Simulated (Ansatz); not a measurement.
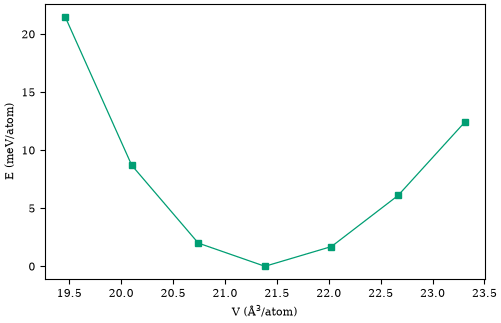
Figure: NaMo3Se3 in space group P6_3/m (No. 176; Na on 2c, Mo on 6h, Se on 6h) under volume change, the program Ansatz at the r²SCAN level (PAW), shape and atoms relaxed at each volume.

Q: What does a third-order Birch–Murnaghan fit give for V₀, B₀ and B′?

A: V₀ = 21.37 Å³/atom, B₀ = 30.1 GPa, B′ = 8.1.

The workflow started from a Materials Project entry (that database holds measured and hypothetical structures alike); the Crystallography Open Database copy checked does not list it. Its standing as an ambient phase is unchecked. The r²SCAN relaxation kept the symmetry of its start; whether a distortion lowers the energy is not shown. The run is not spin-polarised.

Potentials: the later of the program's two PAW sets.
